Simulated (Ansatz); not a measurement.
# Structural relaxation of a frame of liquid (Cs,Na,Li)Br from 1500 K (90 atoms), part 3 of 3

Wanted: the relaxed structure of a frame of liquid (Cs,Na,Li)Br from 1500 K (90 atoms) and its electronic structure.

Ansatz 0.2.0; Kohn-Sham DFT, PBE, PAW (set soft_2), plane waves.

The cell: 12 Cs, 17 Na, 16 Li and 45 Br. The network of bonds at the start is that of the classical potential that made the cell. The ion parameters were fitted for water, not for melts. The Brillouin zone is sampled at Γ only, in a cell whose shortest periodic width is 17 Å. No spin–orbit coupling is included.

So far, density (g/cm³): step 4 (local order after relaxation) 1.99.

## (5) Single point at the relaxed geometry

The electronic structure is read at the final geometry, in a run of its own.

input.yaml

```yaml
crystal:
  lattice:
    - [16.80376, 0.0, 0.0]
    - [0.0, 16.80376, 0.0]
    - [0.0, 0.0, 16.80376]
  atoms:
    - { symbol: Cs, position: [0.42048, 0.03475, 0.54038] }
    - { symbol: Cs, position: [0.20775, 0.74398, 0.34006] }
    - { symbol: Cs, position: [0.12287, 0.22411, 0.09155] }
    - { symbol: Cs, position: [0.65434, 0.21517, 0.42476] }
    [... 80 atom lines left out ...]
    - { symbol: Br, position: [0.23747, 0.56508, 0.21608] }
    - { symbol: Br, position: [0.07398, 0.03185, 0.1807] }
    - { symbol: Br, position: [0.97918, 0.39317, 0.57659] }
    - { symbol: Br, position: [0.53982, 0.18786, 0.13367] }
    - { symbol: Br, position: [0.35803, 0.60642, 0.7702] }
    - { symbol: Br, position: [0.54567, 0.85774, 0.55253] }
kpoints:
  mp_grid: { grid: [1, 1, 1] }
hamiltonian:
  xc: pbe
scf:
  occupations: { method: fixed }
output:
  forces: true
  stress: true
  populations: true
  dos:
    method: { smearing: { sigma: 0.1 } }
    de: 0.1
    projected: { site_lists: { Br: [Br], Cs: [Cs], Li: [Li], Na: [Na] } }
  eigenvalues: true
  write_density: true
  write_potential: true
  volumetric_format: npy
  elf: true
```

Run with:

```console
> ansatz run input.yaml --threads 4 --pin off --max-ram 8192MiB --backend cpu --events-out ev --progress --plain --runs-dir out
```

Numbers of over 12 decimals in the logs are rounded to 6 here.

Output:

```text
[...]
Crystal: 90 atoms, lattice volume = 4744.816 Å³
Basis set: ecut = 420 eV, 92589 PW (Γ), exchange–correlation on 240×240×240 points (8 copies of the dense FFT grid, shifted against one another)
Bands: 402, of which v1, the nominal top of the filled ones, is band 312 counted from 1 (311 counted from 0)
Symmetry: 1 space group operations
[...]
k-points: 1
[...]
SCF iter   1: F=—  HF=-221973.738723 eV  |F-HF|=—  |Δ(HF+E_count)|=         —  Δρ=7.71e-4  dr2=1.31e-1  ethr=1.77e-3  ⟨swp⟩=6.0  Hψ=1297  notcnv=0  defer=83
[...]
SCF iter   7: F=-221973.715612 eV  HF=-221973.715612 eV  |F-HF|=2.07e-8  |Δ(HF+E_count)|=   5.49e-8  Δρ=5.22e-7  dr2=1.50e-8  ethr=1.60e-11  ⟨swp⟩=28.0  Hψ=4568  notcnv=0
SCF 1 converged in 7 iterations: F = -221973.715612 eV  dr2 = 1.50e-8
[...]
WARN: The output density's exchange-correlation potential varies sharply where the density is thin. Do not read a vacuum level from v_tot or v_xc, or from such a field of the output density. On a cell that repeats whose density bears no net charge and no dipole along the vacuum's axis use v_es (v_loc + v_h of the components); [...]
SCF converged after 7 iterations
Free energy (F): -221973.715612 eV
[...]
Internal energy: -221973.715612 eV  (E = F + TS)
E sigma→0 (E₀):  -221973.715612 eV
Fermi energy:    -1.264686 eV
[...]
--- Forces (eV/Å), atoms counted from 1 ---
  atom   1  Cs     0.00386056     0.01100791    -0.00540425
  atom   2  Cs    -0.00014470    -0.00541809    -0.00871625
  atom   3  Cs     0.00395097    -0.00931534     0.00300302
  atom   4  Cs    -0.01055172    -0.01028558    -0.01046148
  atom   5  Cs    -0.00442005     0.00346399     0.00206794
  atom   6  Cs     0.00285379     0.00230163     0.00124892
  atom   7  Cs    -0.00235982     0.00488853    -0.03641639
  atom   8  Cs    -0.01187824    -0.01418527    -0.00841688
  atom   9  Cs     0.00702248     0.02190992    -0.00170731
  atom  10  Cs     0.00187747    -0.00289231     0.01309067
  atom  11  Cs    -0.00269380    -0.02508760    -0.01288126
  atom  12  Cs     0.00492557     0.00466735     0.00042322
  atom  13  Na    -0.01297836    -0.00090545     0.00928704
  atom  14  Na     0.00373563     0.00610185     0.00184159
[...]
atom  89  Br     0.00418207     0.00478296    -0.01376325
  atom  90  Br     0.00145148    -0.01518924     0.00013986
  max |Σ_I F_I| component: 2.15e-5 eV/Å
--- Stress (GPa, compression-positive) ---
       -0.372344      -0.041587      -0.071025
       -0.041587      -0.361749      -0.078905
       -0.071025      -0.078905      -0.222426
  P = ⅓ Tr σ = -0.3188 GPa (-3.188 kbar)
--- Band table (eV) ---
[...]
--- Löwdin populations: 90 sites ---
  site symbol       q [e]
     0     Cs      8.2236
     1     Cs      8.1869
     2     Cs      8.1798
[...]
89     Br      7.7056
  spilling = 0.003930 (of n_electrons = 624.000000)
```

It took 70 s on 4 threads of Arm Neoverse V2, shared host; peak memory 5.4 GiB; 4.6 min of CPU time.

The program notes that the exchange-correlation potential is rough where the density is thin.

The run gave:

| Item | Value |
| --- | --- |
| free energy | -221973.7156 eV |
| free energy per atom | -2466.3746 eV/atom |
| SCF cycles | 7 |
| pressure | -0.3188 GPa |
| r.m.s. force component | 0.00915 eV/Å |
| longest force | 0.05576 eV/Å |
| Fermi energy | -1.265 eV |
| gap (highest filled to lowest empty level) | 3.491 eV |
| spilling of the projection | 0.00393 |

Löwdin charges by element and coordination (they lack the spilled electrons, 0.027 e an atom on average):

```
element  coordination  atoms  mean charge (e)  spread   least    most
     Br           all     45           -0.662  0.0254  -0.735  -0.618
     Br             3     14           -0.671  0.0303  -0.735  -0.631
     Br             4     25           -0.658  0.0231  -0.706  -0.618
     Br             5      6           -0.658  0.0145  -0.685  -0.641
     Cs           all     12            0.817  0.0173   0.776   0.836
     Cs             3      1            0.836       0   0.836   0.836
     Cs             4      5            0.825  0.0092   0.811   0.836
     Cs             5      4            0.814  0.0143   0.797   0.834
     Cs             6      2            0.795  0.0183   0.776   0.813
     Li           all     16            0.660  0.0175   0.628   0.683
     Li             3     11            0.671  0.0067   0.660   0.683
     Li             4      5            0.636  0.0074   0.628   0.645
     Na           all     17            0.698  0.0221   0.650   0.744
     Na             3      5            0.723  0.0134   0.703   0.744
     Na             4     11            0.692  0.0123   0.679   0.727
     Na             5      1            0.650       0   0.650   0.650
```

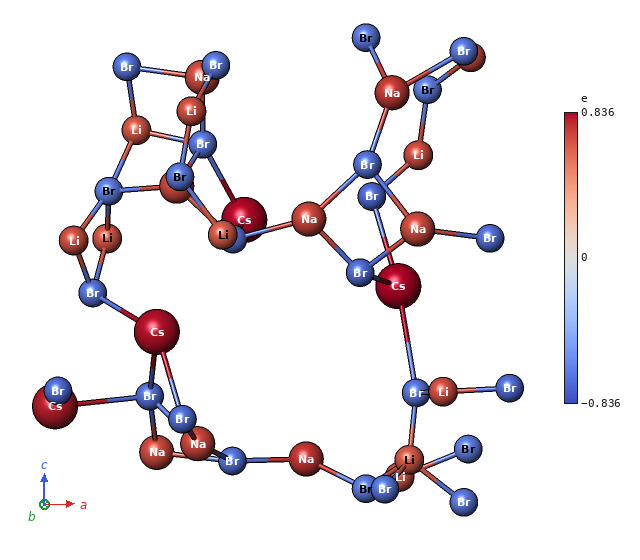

Atoms coloured by Löwdin charge. Drawn is a slice 8 Å thick, seen along the normal of the ac plane.

Density of states as counts of states in windows of 1 eV (from the Fermi level), total and the larger projections:

```
from (eV)  to (eV)  total   Br p  Cs p  Br s
      -14      -13   22.0    0.0   0.0  20.2
      -13      -12   66.5    0.0   0.1  62.8
      -12      -11    1.5    0.0   0.0   1.4
      -11       -8    0.0    0.0   0.0   0.0
       -8       -7   47.3    0.4  46.7   0.1
       -7       -6   24.7    0.3  24.3   0.1
       -6       -3    0.0    0.0   0.0   0.0
       -3       -2   12.6   11.2   0.0   0.1
       -2       -1  123.0  116.0   0.3   0.3
       -1        0  133.3  130.3   0.5   0.1
        0        1    1.1    1.1   0.0   0.0
        1        3    0.0    0.0   0.0   0.0
        3        4    2.0    0.0   0.0   0.3
        4        5   27.1    1.6   0.0   1.8
```

With fixed occupations the program's Fermi level is the highest filled level; weight inside the gap is the broadening of levels at its edges.

Between -26 and -14 eV lie 126 more states.

About 67 of the 624 electrons lie in deeper levels, below the stored range.

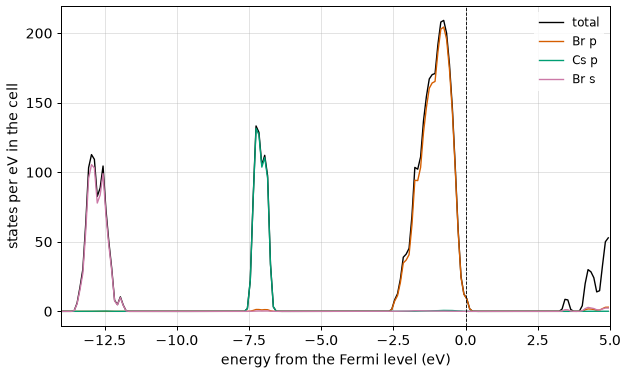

Total and projected density of states, with the broadening of the input.

The levels nearest the highest filled one (over half full), pooled over k-points and spins:

| level less the highest filled one (eV) | occupation |
| --- | --- |
| -0.302 | 2 |
| -0.301 | 2 |
| -0.268 | 2 |
| -0.242 | 2 |
| -0.167 | 2 |
| 0 | 2 |
| 3.49 | 0 |
| 4.17 | 0 |
| 4.21 | 0 |
| 4.28 | 0 |
| 4.34 | 0 |
| 4.42 | 0 |

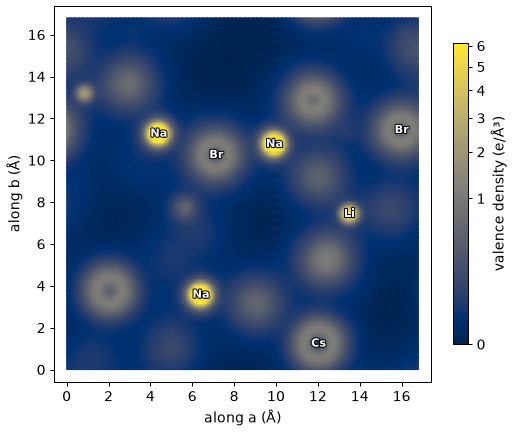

Valence density in the ab plane at fractional z = 0.073, with atoms of Cs and Na and Li and Br within 0.2 Å of it. It is the smooth field of the valence electrons, not physical close to the nuclei. The colour scale is stretched toward low values.

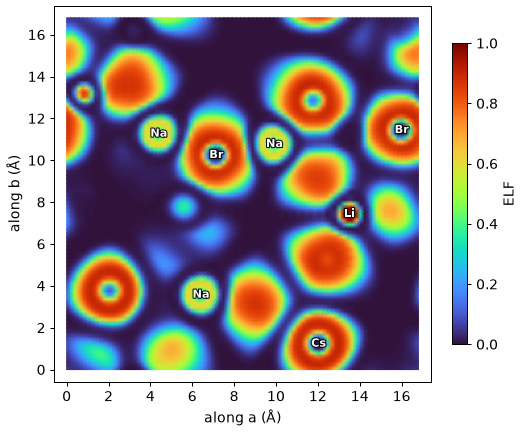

ELF in the ab plane at fractional z = 0.073, with atoms of Cs and Na and Li and Br within 0.2 Å of it. It is the smooth field of the valence electrons, not physical close to the nuclei.

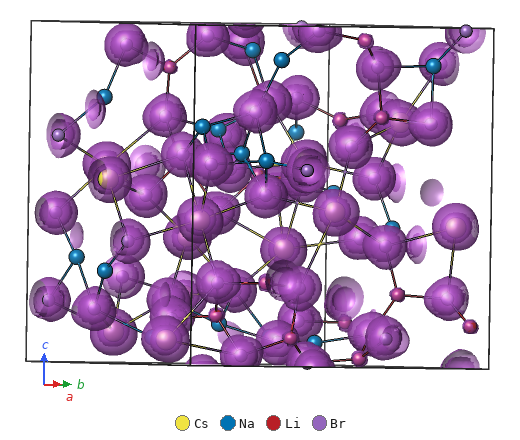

Surface of ELF = 0.85. Bonds to atoms that aren't drawn are left out.

Mean Löwdin charges: Br -0.66, Cs +0.82, Li +0.66, Na +0.70 e (they miss 0.39 % of the electrons, so they add up to more than the cell's charge).

A closer look about Cs2, which has 6 bonded neighbours where the commonest count for Cs is 4: 9 atoms, nearest first, numbered in the order of the input, with positions taken from that point.

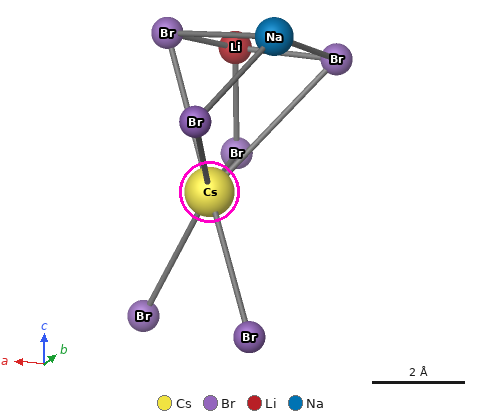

The atoms of the table, within 4.1 Å (arrows a, b, c point along x, y, z); some may hide others; the central atom is ringed.

```
atom      x      y      z  distance (Å)  bonds  Löwdin charge (e)
 Cs2   0.00   0.00   0.00          0.00      6               0.81
Br66   1.13   0.43   3.40          3.61      4              -0.66
Br85   0.50  -3.01  -2.08          3.69      5              -0.69
Br65  -1.60  -2.84   1.76          3.71      4              -0.66
Br60  -0.53   1.15  -3.55          3.77      4              -0.63
Br74   1.52   3.47   0.56          3.83      5              -0.66
Li42  -0.94  -1.01   3.63          3.88      4               0.63
Br84  -2.61   0.97   2.99          4.09      5              -0.65
Na24  -0.47   3.02   2.79          4.13      5               0.65
```

The column of bonds counts only the pairs Br-Na within 3.35 Å, Br-Li within 3.18 Å, Br-Cs within 4.28 Å; other neighbours, such as metal atoms beside each other in a compound, aren't counted, and periodic images can show an atom twice.

## (6) Summary of results

| Quantity | Value |
| --- | --- |
| energy change in the relaxation | -152.1 meV/atom |
| r.m.s. displacement | 1.395 Å |
| largest displacement | 3.18 Å |
| free energy per atom | -2466.3746 eV/atom |
| pressure | -0.3188 GPa |
| r.m.s. force component | 0.00915 eV/Å |
| gap (highest filled to lowest empty level) | 3.491 eV |
| wall time of the 3 DFT runs | 18 min |

What this shows: Relaxation lowers the energy by 152 meV/atom and moves atoms by 1.4 Å r.m.s.; the r.m.s. force component goes from 0.37 to 0.0092 eV/Å, the pressure goes from -0.30 to -0.32 GPa, and the gap from 2.33 to 3.49 eV. By the final cutoffs 12 of 144 bonded pairs parted and 40 joined. First to last step the energy falls by 13.691 eV; the largest move, 3.18 Å, is that of Br59, with 1 other atom within 2 % of it. The Br-Cs bonds change most in mean length: from 3.496 Å (spread 0.298) to 3.710 Å (spread 0.161), and their number from 45 to 55. Counting bonds as in the table, 56 % of Br atoms have 4, 42 % of Cs atoms have 4, 69 % of Li atoms have 3 and 65 % of Na atoms have 4 bonded neighbours. Between filled and empty levels lie 3.49 eV (at Γ alone); a semilocal functional tends to put such gaps too low. In a disordered cell it changes from sample to sample and from frame to frame.

What to keep in mind: The starting topology of bonds comes from the classical model; in DFT 12 of its 144 bonded pairs passed out of the cutoffs and 40 came within them.

[Logs are printed without paths, hosts, clocks, repeated set-up lines and the standing remarks that a program may print on its own settings, such as how far it seeks lower states.]

[Hosts, paths, dates, database ids (printed as entryN), source tags and the programs' standing remarks are cut or masked in the printed files.]
